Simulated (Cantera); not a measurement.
Charge: 1 mol Fe(CO)5, 66 mol H2, held at 308 Torr.

Equilibrium computed with Cantera from the NASA thermochemical tables; the gas is ideal and each condensed phase is pure. Candidate condensed phases: C, C6H6, C7H8, C8H18, Fe, Fe(CO)5, FeO, Fe(OH)2, Fe(OH)3, Fe2O3, Fe3O4, H2O; 114 gas species. Rates play no part.

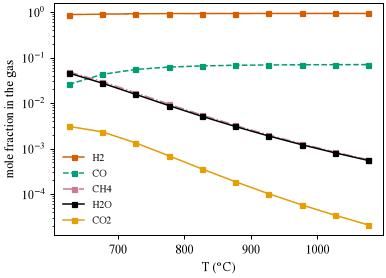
Fig. 1. Equilibrium gas composition (values under 1e-9 drawn at 1e-9)

Q: Read off the mole fractions at 677 °C.

A: H2 about 0.90, CO about 0.043, CH4 about 0.030, H2O about 0.027, CO2 about 0.0023.
